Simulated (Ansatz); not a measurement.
# BF$_{2}$H$_{2}$N···H$_{2}$S: what the fields show

```json
{"atom": "B", "x (Å)": "-1.4678", "y (Å)": "0.2795", "z (Å)": "0.1273"}
{"atom": "S", "x (Å)": "2.3540", "y (Å)": "-0.5960", "z (Å)": "-0.9285"}
{"atom": "F", "x (Å)": "-1.0803", "y (Å)": "0.5291", "z (Å)": "-1.1268"}
{"atom": "F", "x (Å)": "-2.7231", "y (Å)": "0.5845", "z (Å)": "0.4426"}
{"atom": "H", "x (Å)": "2.7082", "y (Å)": "0.6768", "z (Å)": "-0.6933"}
{"atom": "N", "x (Å)": "-0.5910", "y (Å)": "-0.2724", "z (Å)": "1.0515"}
{"atom": "H", "x (Å)": "1.3045", "y (Å)": "-0.2213", "z (Å)": "-1.6785"}
{"atom": "H", "x (Å)": "-0.8640", "y (Å)": "-0.4737", "z (Å)": "1.9959"}
{"atom": "H", "x (Å)": "0.3596", "y (Å)": "-0.5066", "z (Å)": "0.8099"}
```

The product side of a reaction path; geometry: PBE0-D4/def2-TZVP; a saddle point, not a minimum.

Computed with Ansatz 0.2.0, RKS PBE0-D4/def2-TZVPP.

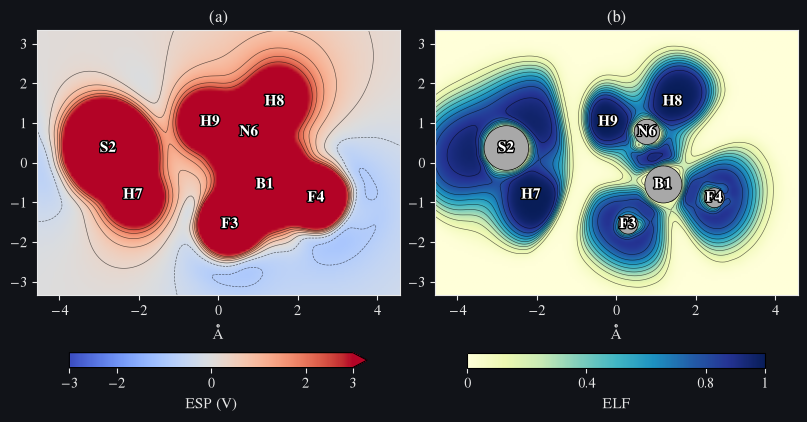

Figure 1. (a) molecular electrostatic potential; (b) electron localisation function on the plane of atoms F4, B1 and N6. Grey discs cover the atomic cores in the ELF map.

Question: Interpret the plot.

Answer: The plane passes through B, S, F, N and H nuclei.
S2···H9 (2.65 Å): the ELF dips to about 0.05 between them.
B–F (1.33 Å): the ELF peaks at about 0.85 between the atoms: a polar covalent bond.
B–N (1.39 Å): the ELF peaks at about 0.95 between the atoms: a polar covalent bond.
N–H (1.00 Å): the ELF climbs to about 1 towards the hydrogen, as it does in any bond to H: a covalent bond by its length.
S–H (1.34 Å): the ELF climbs to about 1 towards the hydrogen.
The ELF also peaks beside F3, F4 and S2, away from the bonds: lone-pair regions.
Outside the dense part of the complex the potential is most negative (−1.0 V) near F4.

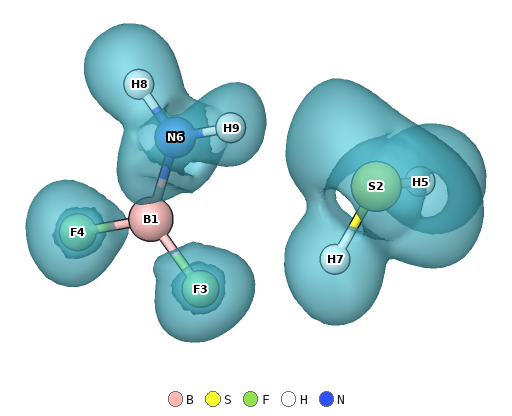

Figure 2. Isosurface of the ELF at 0.75 (cyan), seen at a tilt. Only the valence region is drawn (cores and ρ < 0.01 e/Å³ removed).

Question: Describe the localisation domains.

Answer: The surface consists of two regions on F in which the atom's valence shell and bonds are merged, one joined region spread over several atoms (H, N), in which their bonds and any lone pairs are merged and one joined region spread over several atoms (H, S), in which their bonds and any lone pairs are merged.

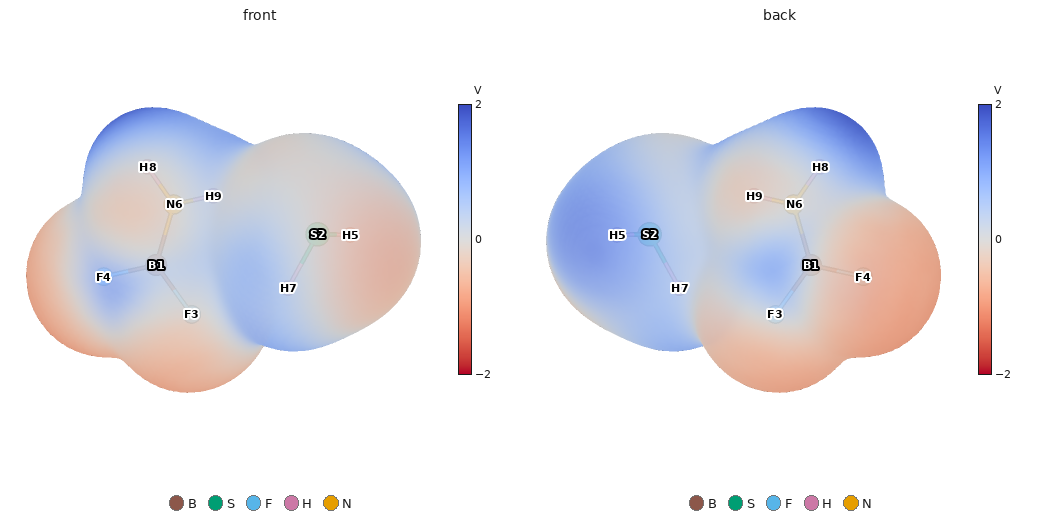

Figure 3. The electrostatic potential painted on the density surface at 0.001 e/bohr³, seen from the front and from behind; red is negative and blue positive.

Question: Where is the surface potential most negative and most positive?

Answer: The most negative region (about −0.9 V) lies over F4, the most positive (about +1.7 V) over H8.

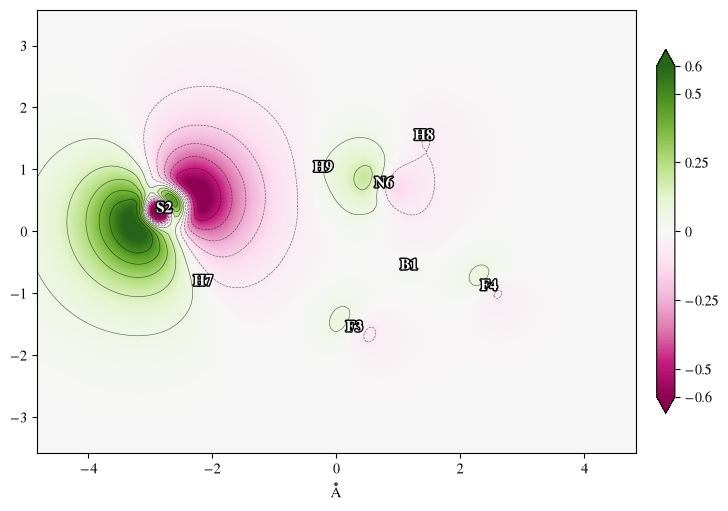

Figure 4. The HOMO on the plane of atoms B1, N6 and H8 (values in Å⁻³ᐟ²; the overall sign is arbitrary).

Question: Describe this orbital and give its energy.

Answer: It lies mainly on S2 (about 90 %); largely a lone pair of S2. Its energy is −7.87 eV.
